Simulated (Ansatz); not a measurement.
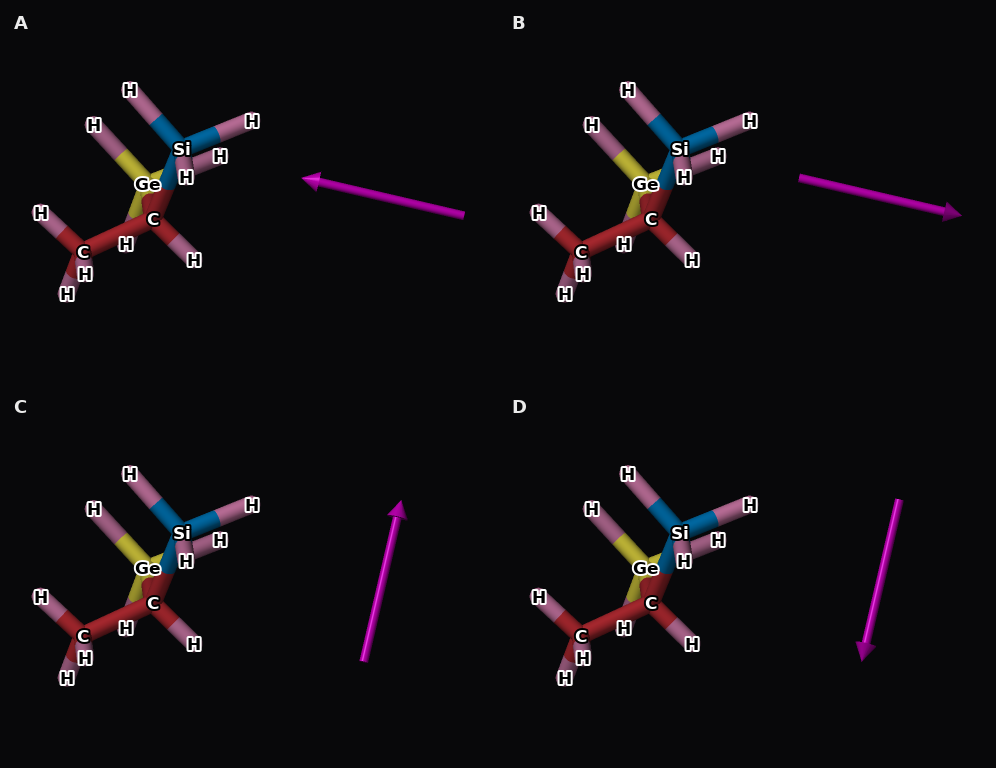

The same molecule four times, each with an arrow. Computed geometry: PBE0-D4/def2-TZVP optimisation. No frequency run is at hand to confirm it as a minimum. Method: RKS r2SCAN-D4/def2-TZVPP (Ansatz 0.2.0).

Question: Which arrow points along the dipole moment, from the negative to the positive end?

Answer: D. The dipole moment is 0.94 D.
